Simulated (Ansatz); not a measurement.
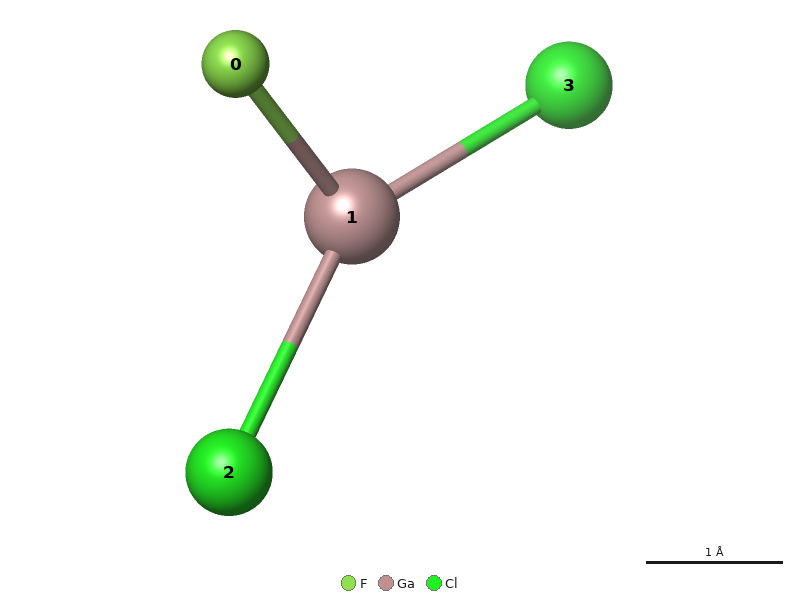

The structure as it stands in the input. Atoms are numbered from 0, in the order of the input.

Ansatz 0.2.0 input:

```yaml
crystal:
  periodic: [false, false, false]
  atoms:
    - {symbol: F, position_ang: [-0.040600, 0.551200, 1.556000]}
    - {symbol: Ga, position_ang: [-0.220700, -0.194100, -0.231600]}
    - {symbol: Cl, position_ang: [1.704500, -1.441800, 0.056100]}
    - {symbol: Cl, position_ang: [-1.387700, 1.024400, -1.400800]}
basis:
  gaussian: {orbitals: def2-SVP}
hamiltonian: {xc: pbe, dispersion: d4}
relax: {f_tol: 0.03, max_steps: 200}
```

It was started with:

```sh
ansatz run in.yaml --threads 2 --pin off --events-out ev --progress --plain --max-ram 22528MiB --backend cpu
```

Result (its end):

```
mean field -80106.75472723 eV, -2943.8689379172 hartree, gradient 2.1e-5 eV, S^2 0.000000; 1 other end points of the search recorded, 0 dependent functions left out
the calculation of the forces begins
reference -80106.75476203 eV, -2943.8689391962 hartree; 37, 37 occupied and 45, 45 virtual orbitals, 893 factors
Total energy: -80106.86624131 eV, -2943.8730359839 hartree
Atom 0 at    -0.204869     0.628595     1.685949 Å, force    -0.000081     0.000019     0.001356 eV/Å
Atom 1 at     0.005515     0.009013     0.058733 Å, force     0.001449    -0.000060     0.000594 eV/Å
Atom 2 at     1.508119    -1.463677    -0.279822 Å, force     0.000044    -0.000408    -0.000049 eV/Å
Atom 3 at    -1.253265     0.765769    -1.485160 Å, force    -0.001412     0.000450    -0.001900 eV/Å
Dipole moment:     0.018850    -0.056025    -0.146665 e Å
```
